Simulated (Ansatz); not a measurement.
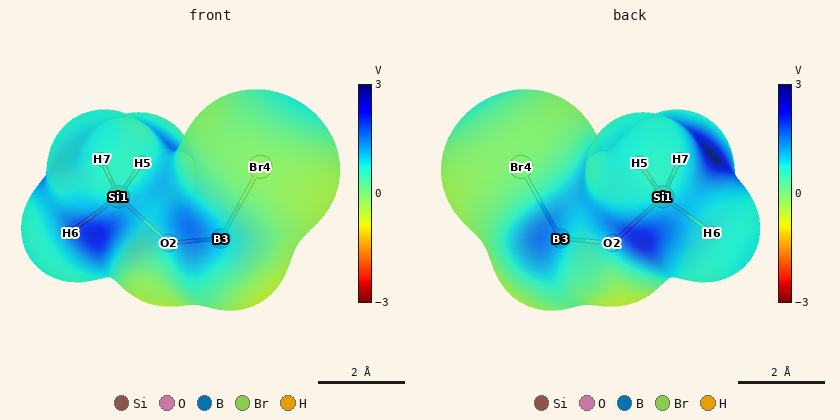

The picture shows: BBrH$_{3}$OSi (SMILES [SiH3]O[B]Br) (doublet). The molecular electrostatic potential painted on the density surface at 0.004 e/bohr³, seen from the front and from behind; red is negative and blue positive.

Geometry: PBE0-D4/def2-TZVP.

These are results of Ansatz 0.2.0, UKS PBE0-D4/def2-TZVPP, not measurements.

The calculation's input:

```
crystal:
  periodic: [false, false, false]
  atoms:
    - {symbol: Si, position_ang: [0.147356, 0.893463, -0.014552]}
    - {symbol: O, position_ang: [-0.619925, -0.365439, 0.784822]}
    - {symbol: B, position_ang: [-0.696596, -1.669645, 0.627005]}
    - {symbol: Br, position_ang: [0.183360, -2.661939, -0.781144]}
    - {symbol: H, position_ang: [-0.341588, 0.946544, -1.410838]}
    - {symbol: H, position_ang: [-0.221322, 2.120332, 0.722856]}
    - {symbol: H, position_ang: [1.610014, 0.668684, 0.026051]}
basis:
  gaussian: {orbitals: def2-TZVPP}
magnetization: {spin_polarized: true, initial_magnetization: 1}
hamiltonian: {xc: pbe0, dispersion: d4}
output: {orbitals: {seedname: orbitals}}
```

Command:

```sh
ansatz run in.yaml --threads 4 --pin off --events-out ev --progress --plain --max-ram 10444MiB
```

Describe the electrostatic potential map.

The most negative region (about −0.5 V) lies over O2 and B3, the most positive (about +2.8 V) over Si1. Br4 shows a σ-hole: about +0.7 V at the tip opposite its bond, against about −0.1 V on its flanks.
